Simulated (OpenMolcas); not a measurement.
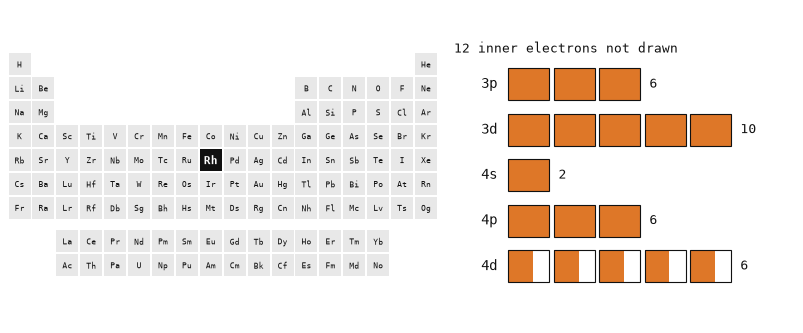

Fig. 1: Left, the place of rhodium in the periodic table; right, the outer shells of the leading configuration of the lowest level: a box for each of the 2l + 1 orbitals, shaded by the share of the shell that is filled, with the electron count at the right.

**Multiconfigurational calculation, with input and output: Rh³⁺ complex**

- system: Rh³⁺ with 6 ligands (F; octahedron, 2.046 Å), embedded in Cs2NaYF6 by model potentials and point charges, whose field is part of the energies.
- method: state-averaged SS-CASPT2, IPEA shift 0.25, imaginary shift 0.1 hartree, closed shells 4s 4p of the metal and the valence shells of the ligands correlated, active space 6 electrons in the shell 4d, basis ANO-RCC-VTZP on the metal and ANO-RCC-VDZP on the ligands, DKH2 scalar Hamiltonian, spin-orbit coupling by RASSI with atomic mean-field integrals (OpenMolcas)

**Input file**
```
&GATEWAY
Basis set
Rh.ANO-RCC-VTZP.
Rh1 0.0 0.0 0.0 Angstrom
End of basis
Basis set
F.ANO-RCC-VDZP.
L1 2.046000 0.000000 0.000000 Angstrom
L2 0.000000 2.046000 0.000000 Angstrom
L3 0.000000 0.000000 2.046000 Angstrom
End of basis
Basis set
Na.EMB-AIMP.Ruiperez.7s4p.1s1p.ECP.Cs2NaYF6.
PseudoCharge
* 3 symmetry-unique lattice sites within 7.6 angstrom
End of basis
Basis set
Cs.EMB-AIMP.Ruiperez.0s.0s.ECP.Cs2NaYF6.
PseudoCharge
* 16 symmetry-unique lattice sites within 7.6 angstrom
End of basis
Basis set
F.EMB-AIMP.Ruiperez.0s.0s.ECP.Cs2NaYF6.
PseudoCharge
* 27 symmetry-unique lattice sites within 7.6 angstrom
End of basis
Basis set
Y.EMB-AIMP.Ruiperez.0s.0s.ECP.Cs2NaYF6.
PseudoCharge
* 6 symmetry-unique lattice sites within 7.6 angstrom
End of basis
Symmetry
XYZ
AngMom=0.0 0.0 0.0
AMFI
RICD
XField
1537 Angstrom 0
* Evjen-weighted lattice charges
&SEWARD
&RASSCF
FileOrb=start.orb
Symmetry=1
Spin=5
nActEl=6 0 0
Inactive=24 24
Ras2=5 0
CIRoot=5 5 1
SDav=5
CIMx=300
Iter=150 100
PrWF=0.3
OrbListing=Nothing
MaxOrb=1
LevShft=1.0
>>> COPY $Project.JobIph JOB001
&RASSCF
FileOrb=start.orb
Symmetry=1
Spin=3
nActEl=6 0 0
Inactive=24 24
Ras2=5 0
CIRoot=45 45 1
SDav=45
CIMx=300
Iter=150 100
PrWF=0.3
OrbListing=Nothing
MaxOrb=0
LevShft=1.0
>>> COPY $Project.JobIph JOB002
&RASSCF
FileOrb=start.orb
Symmetry=1
Spin=1
nActEl=6 0 0
Inactive=24 24
Ras2=5 0
CIRoot=50 50 1
SDav=50
CIMx=300
Iter=150 100
PrWF=0.3
OrbListing=Nothing
MaxOrb=0
LevShft=1.0
>>> COPY $Project.JobIph JOB003
&RASSI
NrOfJobIphs=3 5 45 50
1 2 3 4 5
1 2 3 4 5 6 7 8 9 10 11 12 13 14 15 16 17 18 19 20 21 22 23 24 25 26 27
28 29 30 31 32 33 34 35 36 37 38 39 40 41 42 43 44 45
1 2 3 4 5 6 7 8 9 10 11 12 13 14 15 16 17 18 19 20 21 22 23 24 25 26 27
28 29 30 31 32 33 34 35 36 37 38 39 40 41 42 43 44 45 46 47 48 49 50
IphNames
JOB001
JOB002
JOB003
EJob
SpinOrbit
DIPRint=1.0
SOCoupling=1000.0
Subsets=2
Property=9
'ANGMOM' 1 'ANGMOM' 2 'ANGMOM' 3 'MLTPL  1' 1 'MLTPL  1' 2 'MLTPL  1' 3
'AMFI' 1 'AMFI' 2 'AMFI' 3
SOProperty=3
'ANGMOM' 1 'ANGMOM' 2 'ANGMOM' 3
>>> COPY JOB001 $Project.JobIph
&CASPT2
Multistate=5 1 2 3 4 5
NoMult
Frozen=11 9
IPEA=0.25
Imaginary=0.1
MaxIter=60
WThr=0.0 0.3 0.05
PrWF=0.5
NoMix
>>> COPY JOB002 $Project.JobIph
&CASPT2
Multistate=45 1 2 3 4 5 6 7 8 9 10 11 12 13 14 15 16 17 18 19 20 21 22
23 24 25 26 27 28 29 30 31 32 33 34 35 36 37 38 39 40 41 42 43 44 45
NoMult
Frozen=11 9
IPEA=0.25
Imaginary=0.1
MaxIter=60
WThr=0.0 0.3 0.05
PrWF=0.5
NoMix
>>> COPY JOB003 $Project.JobIph
&CASPT2
Multistate=50 1 2 3 4 5 6 7 8 9 10 11 12 13 14 15 16 17 18 19 20 21 22
23 24 25 26 27 28 29 30 31 32 33 34 35 36 37 38 39 40 41 42 43 44 45 46
47 48 49 50
NoMult
Frozen=11 9
IPEA=0.25
Imaginary=0.1
MaxIter=60
WThr=0.0 0.3 0.05
PrWF=0.5
NoMix
```

The file start.orb holds starting orbitals from an earlier step. A driver script formed the levels outside the program, from RASSI's spin-orbit matrix and the CASPT2 energies (for multi-state variants, the effective Hamiltonian), averaged over the components of each term or state. The log and the time are those of the CASPT2 step.

Command:
```bash
OMP_NUM_THREADS=1 MOLCAS_MEM=2457 MOLCAS_PROJECT=a pymolcas a.inp > a.log  # once for each step of the input, in one work folder
```

**Log (extracts)**
```
--- CASPT2 ---
Orbital specifications:
      -----------------------

      Symmetry species                           1   2
                                                ag  au
      Frozen orbitals                           11   9
      Inactive orbitals                         13  15
      Active orbitals                            5   0
      Secondary orbitals                        61  62
      Deleted orbitals                           0   0
      Number of basis functions                 90  86
Type of calculation                        SS-CASPT2
      Fock operator                              state-specific
      IPEA shift                                 0.25
      Real shift                                 0.00
      Imaginary shift                            0.10
      The input orbitals will be transformed to quasi-canonical
Reference energy:       -5378.8279573829
      E2 (Non-variational):      -1.7869488142
      Shift correction:          -0.0011976703
      E2 (Variational):          -1.7881464845
      Total energy:           -5380.6161038673
      Residual norm:              0.0000002660
      Reference weight:           0.70963
      Contributions to the CASPT2 correlation energy
      Active & Virtual Only:         -0.1026889770
      One Inactive Excited:          -0.3077541067
      Two Inactive Excited:          -1.3765057306
Reference energy:       -5378.8279573828
      E2 (Non-variational):      -1.7860143202
      Shift correction:          -0.0011924437
      E2 (Variational):          -1.7872067638
      Total energy:           -5380.6151641467
      Residual norm:              0.0000002234
      Reference weight:           0.70997
      Contributions to the CASPT2 correlation energy
      Active & Virtual Only:         -0.1025434870
      One Inactive Excited:          -0.3072292240
      Two Inactive Excited:          -1.3762416091
::    CASPT2 Root  1     Total energy:  -5380.61610387
::    CASPT2 Root  2     Total energy:  -5380.61516415
::    CASPT2 Root  3     Total energy:  -5380.61608055
::    CASPT2 Root  4     Total energy:  -5380.51622892
::    CASPT2 Root  5     Total energy:  -5380.51624095
--- CASPT2 ---
Orbital specifications:
      -----------------------

      Symmetry species                           1   2
                                                ag  au
      Frozen orbitals                           11   9
      Inactive orbitals                         13  15
      Active orbitals                            5   0
      Secondary orbitals                        61  62
      Deleted orbitals                           0   0
      Number of basis functions                 90  86
Type of calculation                        SS-CASPT2
      Fock operator                              state-specific
      IPEA shift                                 0.25
      Real shift                                 0.00
      Imaginary shift                            0.10
      The input orbitals will be transformed to quasi-canonical
Reference energy:       -5378.8261833909
      E2 (Non-variational):      -1.8168302526
      Shift correction:          -0.0012547574
      E2 (Variational):          -1.8180850100
      Total energy:           -5380.6442684009
      Residual norm:              0.0000005405
      Reference weight:           0.70431
      Contributions to the CASPT2 correlation energy
      Active & Virtual Only:         -0.1060819404
      One Inactive Excited:          -0.3125093499
      Two Inactive Excited:          -1.3982389623
Reference energy:       -5378.8261833907
      E2 (Non-variational):      -1.8168415304
      Shift correction:          -0.0012551024
      E2 (Variational):          -1.8180966328
      Total energy:           -5380.6442800236
      Residual norm:              0.0000005468
      Reference weight:           0.70430
      Contributions to the CASPT2 correlation energy
      Active & Virtual Only:         -0.1060815787
      One Inactive Excited:          -0.3125051090
      Two Inactive Excited:          -1.3982548427
::    CASPT2 Root  1     Total energy:  -5380.64426840
::    CASPT2 Root  2     Total energy:  -5380.64428002
::    CASPT2 Root  3     Total energy:  -5380.64428132
::    CASPT2 Root  4     Total energy:  -5380.62904555
::    CASPT2 Root  5     Total energy:  -5380.62905358
::    CASPT2 Root  6     Total energy:  -5380.62905798
::    CASPT2 Root  7     Total energy:  -5380.55830928
::    CASPT2 Root  8     Total energy:  -5380.55827899
::    CASPT2 Root  9     Total energy:  -5380.55824980
::    CASPT2 Root 10     Total energy:  -5380.55839738
::    CASPT2 Root 11     Total energy:  -5380.55839755
::    CASPT2 Root 12     Total energy:  -5380.55840491
::    CASPT2 Root 13     Total energy:  -5380.54660136
::    CASPT2 Root 14     Total energy:  -5380.54660318
::    CASPT2 Root 15     Total energy:  -5380.54612614
::    CASPT2 Root 16     Total energy:  -5380.54618088
::    CASPT2 Root 17     Total energy:  -5380.54558449
::    CASPT2 Root 18     Total energy:  -5380.53962437
::    CASPT2 Root 19     Total energy:  -5380.53965262
::    CASPT2 Root 20     Total energy:  -5380.53961387
::    CASPT2 Root 21     Total energy:  -5380.49790183
::    CASPT2 Root 22     Total energy:  -5380.47605819
::    CASPT2 Root 23     Total energy:  -5380.47600786
::    CASPT2 Root 24     Total energy:  -5380.47599396
::    CASPT2 Root 25     Total energy:  -5380.46092070
::    CASPT2 Root 26     Total energy:  -5380.46085853
::    CASPT2 Root 27     Total energy:  -5380.45140924
::    CASPT2 Root 28     Total energy:  -5380.45128850
::    CASPT2 Root 29     Total energy:  -5380.45135670
::    CASPT2 Root 30     Total energy:  -5380.44774256
--- CASPT2 ---
Orbital specifications:
      -----------------------

      Symmetry species                           1   2
                                                ag  au
      Frozen orbitals                           11   9
      Inactive orbitals                         13  15
      Active orbitals                            5   0
      Secondary orbitals                        61  62
      Deleted orbitals                           0   0
      Number of basis functions                 90  86
Type of calculation                        SS-CASPT2
      Fock operator                              state-specific
      IPEA shift                                 0.25
      Real shift                                 0.00
      Imaginary shift                            0.10
      The input orbitals will be transformed to quasi-canonical
Reference energy:       -5378.8697255475
      E2 (Non-variational):      -1.8362466714
      Shift correction:          -0.0012448492
      E2 (Variational):          -1.8374915207
      Total energy:           -5380.7072170681
      Residual norm:              0.0000002757
      Reference weight:           0.70179
      Contributions to the CASPT2 correlation energy
      Active & Virtual Only:         -0.1086673802
      One Inactive Excited:          -0.3107599431
      Two Inactive Excited:          -1.4168193481
Reference energy:       -5378.7939587405
      E2 (Non-variational):      -1.8287665073
      Shift correction:          -0.0012883496
      E2 (Variational):          -1.8300548569
      Total energy:           -5380.6240135974
      Residual norm:              0.0000004527
      Reference weight:           0.70147
      Contributions to the CASPT2 correlation energy
      Active & Virtual Only:         -0.1037192985
      One Inactive Excited:          -0.3255884998
      Two Inactive Excited:          -1.3994587090
::    CASPT2 Root  1     Total energy:  -5380.70721707
::    CASPT2 Root  2     Total energy:  -5380.62401360
::    CASPT2 Root  3     Total energy:  -5380.62407295
::    CASPT2 Root  4     Total energy:  -5380.62400853
::    CASPT2 Root  5     Total energy:  -5380.59282948
::    CASPT2 Root  6     Total energy:  -5380.59311968
::    CASPT2 Root  7     Total energy:  -5380.59299509
::    CASPT2 Root  8     Total energy:  -5380.53631064
::    CASPT2 Root  9     Total energy:  -5380.53656433
::    CASPT2 Root 10     Total energy:  -5380.53655575
::    CASPT2 Root 11     Total energy:  -5380.53213562
::    CASPT2 Root 12     Total energy:  -5380.53189882
::    CASPT2 Root 13     Total energy:  -5380.53137498
::    CASPT2 Root 14     Total energy:  -5380.51337119
::    CASPT2 Root 15     Total energy:  -5380.51343909
::    CASPT2 Root 16     Total energy:  -5380.51343935
::    CASPT2 Root 17     Total energy:  -5380.51290908
::    CASPT2 Root 18     Total energy:  -5380.51110265
::    CASPT2 Root 19     Total energy:  -5380.51052627
::    CASPT2 Root 20     Total energy:  -5380.51078640
::    CASPT2 Root 21     Total energy:  -5380.47734835
::    CASPT2 Root 22     Total energy:  -5380.47734935
::    CASPT2 Root 23     Total energy:  -5380.45619786
::    CASPT2 Root 24     Total energy:  -5380.45594586
::    CASPT2 Root 25     Total energy:  -5380.45586750
::    CASPT2 Root 26     Total energy:  -5380.44392211
::    CASPT2 Root 27     Total energy:  -5380.44371151
::    CASPT2 Root 28     Total energy:  -5380.42966663
::    CASPT2 Root 29     Total energy:  -5380.42138608
::    CASPT2 Root 30     Total energy:  -5380.41889210
```

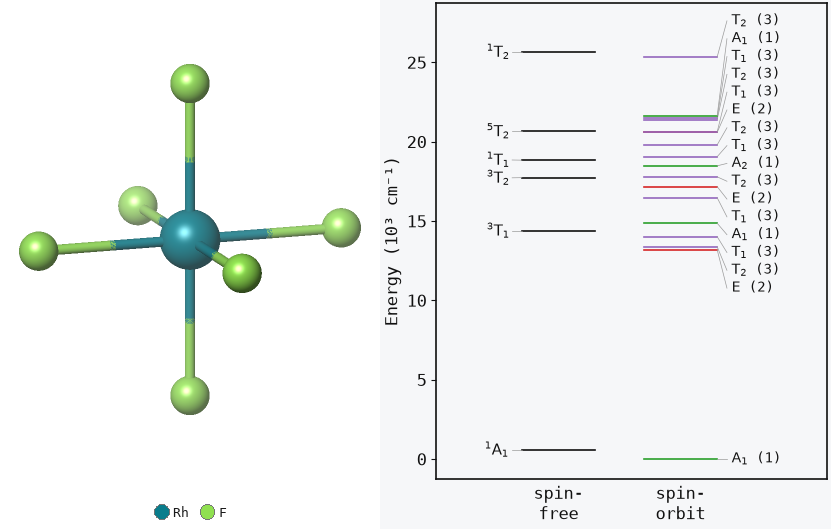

Fig. 2: Rh³⁺ (4d⁶) as a dopant in Cs₂NaYF₆, a cluster with its 6 nearest F⁻ at 2.046 Å (octahedron) embedded in model potentials and point charges; the geometry was set, not optimised, and its levels. Labels give the representation in O, Td, D4 or D3 as the site allows (double group for half-integer spin) where it could be assigned and, in brackets, the degeneracy; spin-free states, where drawn, share the zero of the spin-orbit levels. The ground level is A₁, non-degenerate, 96 % from states of spin multiplicity 1. The next level lies at 13,200 cm⁻¹ (E). The lowest spin-free state is ¹A₁; of the same spin there follow at 18,300 cm⁻¹ (¹T₁) and 25,100 cm⁻¹ (¹T₂) above it.

**Key numbers**

- outcome: converged; degenerate states are split by up to 218 cm⁻¹
- energy of the lowest spin-free term: −5380.70722 hartree
- energy of the lowest spin-orbit level: −5380.70984 hartree
- CASPT2 correlation energy: −1.8375 hartree
- largest spread among components of a term: 218.1 cm⁻¹
- lowest reference weight: 0.689
- hardware: 1 thread of Intel Xeon (Sapphire Rapids), 16 GiB of memory available, shared host
- wall time: 9.5 min
- peak memory: 0.4 GiB

**Notes**

The components of ¹E, which symmetry makes degenerate, are split by 218 cm⁻¹ in CASPT2, and those of 10 more by over 50 cm⁻¹. This is an artefact; the levels of such states rest on averages and are uncertain by about as much. Caveats: small active space favours high spin, ground spin may be wrong; the geometry is set by hand, with no relaxation.
